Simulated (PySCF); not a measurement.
Input

```
{"job": {"xc": "PBE0", "basis": "6-31G*", "kind": "nmr", "pop": true}, "charge": 0, "multiplicity": 1}
O      0.435077    -2.414823     0.437565
C      0.380673    -1.223437     0.195323
C     -0.901504    -0.546322    -0.132410
C     -2.037570    -0.898560     0.591897
C     -3.251354    -0.297309     0.319780
C     -3.346372     0.642860    -0.693734
C     -2.226851     0.973306    -1.439239
C     -1.006156     0.385276    -1.161303
C      1.580753    -0.389745     0.254195
C      2.868758    -0.852446     0.373566
C      3.818075     0.176826     0.467710
C      3.246233     1.413553     0.438330
S      1.543089     1.346531     0.281912
H     -1.947559    -1.639947     1.371810
H     -4.125945    -0.565341     0.893781
H     -4.295536     1.110873    -0.909196
H     -2.304856     1.691295    -2.242219
H     -0.144551     0.626187    -1.766149
H      3.098654    -1.902548     0.384633
H      4.876742     0.012503     0.557657
H      3.731280     2.368210     0.498060
```

Command:

```sh
OMP_NUM_THREADS=1 python ens_run.py task.json out
```

Geometry: GFN2-xTB.

These are results of PBE0/6-31G*, SCF density, gas phase, non-relativistic (PySCF 2.14.0), not measurements.

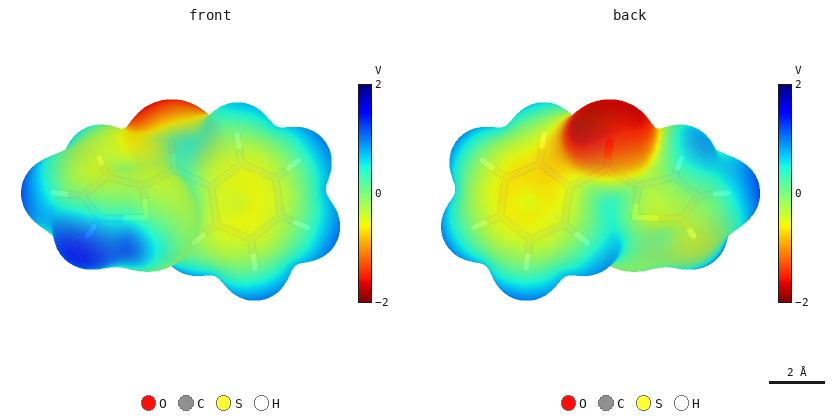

C11H8OS. The electrostatic potential painted on the density surface at 0.002 e/bohr³, seen from the front and from behind; the colour scale runs from red (negative) to blue (positive).

Q: Where is the surface potential most negative and most positive?

A: The most negative region (about −1.8 V) lies over O1, the most positive (about +1.4 V) over H21. O1 is the likeliest acceptor of a hydrogen bond.
